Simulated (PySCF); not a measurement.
# PBE/STO-3G run of SiH3F (SMILES F[SiH3])

What is the vertical singlet–triplet gap of SiH3F at PBE/STO-3G? The job is set up through a Python script.

Program for the calculation: PySCF 2.14.0.

9 further runs of the same task are left out: 3 that didn't finish, 6 set aside as unsound or not needed.

## (1) The system as given

SiH3F: 5 atoms, total charge 0, spin state singlet. As SMILES, `F[SiH3]`. Geometry: relaxed at PBE0-D4/def2-TZVP.

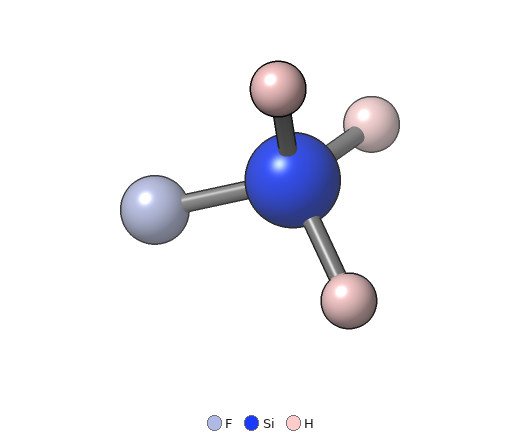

The structure, seen from a chosen angle (fluorine light blue, silicon blue, hydrogen pink).

## (2) A single-point energy at PBE/STO-3G

Input file job.py:

```python
# F[SiH3]
from pyscf import gto, dft

system = gto.M(
    atom=[
    ('F', (-1.274600, 0.162800, 0.858000)),
    ('Si', (0.043300, -0.019300, -0.030700)),
    ('H', (-0.367800, -0.192600, -1.443700)),
    ('H', (0.768600, -1.217900, 0.451600)),
    ('H', (0.880500, 1.193400, 0.123400)),
],
    max_memory=1860,
    spin=0,
    verbose=3,
    basis='sto-3g',
)

mf = dft.RKS(system)
mf.xc = 'pbe'
mf.grids.level = 5
mf.conv_tol = 1e-10
mf.kernel()
if not mf.converged:
    mf = mf.newton().run(mf.mo_coeff, mf.mo_occ)

etot = mf.e_tot
print('E(%s) = %.9f' % ('PBE', etot))
```

Command:

```bash
$ OMP_NUM_THREADS=1 python job.py
```

The log of the run:

```text
converged SCF energy = -386.051192461317
E(PBE) = -386.051192461
```

It took 3.9 s on 1 thread of Arm Neoverse N1, shared host; peak memory 0.19 GiB.

## (3) The triplet, same level

Input file calc.py:

```python
from pyscf import gto, dft

mol = gto.M(
    atom='''
F       -1.274600       0.162800       0.858000
Si       0.043300      -0.019300      -0.030700
H       -0.367800      -0.192600      -1.443700
H        0.768600      -1.217900       0.451600
H        0.880500       1.193400       0.123400
''',
    max_memory=1860,
    verbose=4,
    basis='sto-3g',
    spin=2,
)

mf = dft.UKS(mol, xc='pbe')
mf.conv_tol = 1e-10
mf.grids.level = 5
mf.kernel()
if not mf.converged:
    mf = mf.newton().run(mf.mo_coeff, mf.mo_occ)

e_final = mf.e_tot
print('Final energy', e_final)
```

Command:

```bash
$ OMP_NUM_THREADS=1 python calc.py
```

The log of the run:

```text
PySCF version 2.14.0

[INPUT] num. atoms = 5
[INPUT] num. electrons = 26
[INPUT] charge = 0
[INPUT] spin (= nelec alpha-beta = 2S) = 2
[INPUT] symmetry False subgroup None
[INPUT] Mole.unit = angstrom
[INPUT] Symbol           X                Y                Z      unit          X                Y                Z       unit  Magmom
[INPUT]  1 F     -1.274600000000   0.162800000000   0.858000000000 AA   -2.408644918371   0.307647413079   1.621385014877 Bohr   0.0
[INPUT]  2 Si     0.043300000000  -0.019300000000  -0.030700000000 AA    0.081825141194  -0.036471714204  -0.058014592024 Bohr   0.0
[INPUT]  3 H     -0.367800000000  -0.192600000000  -1.443700000000 AA   -0.695041268615  -0.363961251591  -2.728197606035 Bohr   0.0
[INPUT]  4 H      0.768600000000  -1.217900000000   0.451600000000 AA    1.452443499341  -2.301497447108   0.853400317854 Bohr   0.0
[INPUT]  5 H      0.880500000000   1.193400000000   0.123400000000 AA    1.663903852680   2.255199157056   0.233192203771 Bohr   0.0

nuclear repulsion = 63.0428072540354
number of shells = 11
number of NR pGTOs = 51
number of NR cGTOs = 17
basis = sto-3g
ecp = {}

******** <class 'pyscf.dft.uks.UKS'> ********
method = UKS
initial guess = minao
damping factor = 0
level_shift factor = 0
DIIS = <class 'pyscf.scf.diis.CDIIS'>
diis_start_cycle = 1
diis_space = 8
diis_damp = 0
SCF conv_tol = 1e-10
SCF conv_tol_grad = None
SCF max_cycles = 50
direct_scf = True
direct_scf_tol = 1e-13
number electrons alpha = 14  beta = 12
XC library pyscf.dft.libxc version 7.0.0
    S. Lehtola, C. Steigemann, M. J.T. Oliveira, and M. A.L. Marques.,  SoftwareX 7, 1–5 (2018)
XC functionals = pbe
[... 18 lines left out ...]
[... the frontier-level lines of each cycle are left out ...]
[... 1 line left out ...]
[... 5 lines left out ...]
[... 5 lines left out ...]
[... 5 lines left out ...]
[... 5 lines left out ...]
[... 5 lines left out ...]
[... 5 lines left out ...]
[... 5 lines left out ...]
[... 5 lines left out ...]
[... 5 lines left out ...]
[... 5 lines left out ...]
[... 5 lines left out ...]
[... 5 lines left out ...]

cycle= 13 E= -385.677559359442  delta_E= -6.76e-06  |g|= 0.00274  |ddm|= 0.024


cycle= 14 E= -385.677577752234  delta_E= -1.84e-05  |g|= 0.00114  |ddm|= 0.0814


cycle= 15 E= -385.677580956051  delta_E= -3.2e-06  |g|= 0.000529  |ddm|= 0.0378


cycle= 16 E= -385.677581620008  delta_E= -6.64e-07  |g|= 7.15e-05  |ddm|= 0.0171


cycle= 17 E= -385.677581635203  delta_E= -1.52e-08  |g|= 2.88e-05  |ddm|= 0.00541


cycle= 18 E= -385.677581637082  delta_E= -1.88e-09  |g|= 1.22e-05  |ddm|= 0.00101


cycle= 19 E= -385.677581637331  delta_E= -2.49e-10  |g|= 3.42e-06  |ddm|= 0.000359


cycle= 20 E= -385.677581637352  delta_E= -2.02e-11  |g|= 1.65e-06  |ddm|= 0.000146


Extra cycle  E= -385.677581637302  delta_E= 4.91e-11  |g|= 6.18e-06  |ddm|= 3.86e-05
converged SCF energy = -385.677581637302  <S^2> = 2.0013149  2S+1 = 3.0008764
Final energy -385.6775816373024
```

Wall time 10 s (1 thread of Arm Neoverse N1, shared host); peak memory 0.2 GiB.

## (4) Results

Level: PBE/STO-3G.

```
                                        quantity          value
                           singlet: total energy  -386.05119 Eh
                          singlet: dipole moment         0.44 D
                            singlet: HOMO energy       -3.13 eV
                            singlet: LUMO energy        6.63 eV
                          singlet: HOMO–LUMO gap        9.76 eV
                           triplet: total energy  -385.67758 Eh
                          triplet: dipole moment         0.71 D
                                   triplet: ⟨S²⟩          2.001
vertical energy of the triplet above the singlet      10.166 eV
```

At this shape the triplet lies 10.17 eV (981 kJ/mol) above the singlet. In a minimal basis such a difference can be off by several eV, whatever the method. Mulliken charges (singlet) run from -0.22 on F1 to +0.60 on Si2. Mulliken charges (triplet) run from -0.13 on H4 to +0.29 on Si2; they depend strongly on the basis.
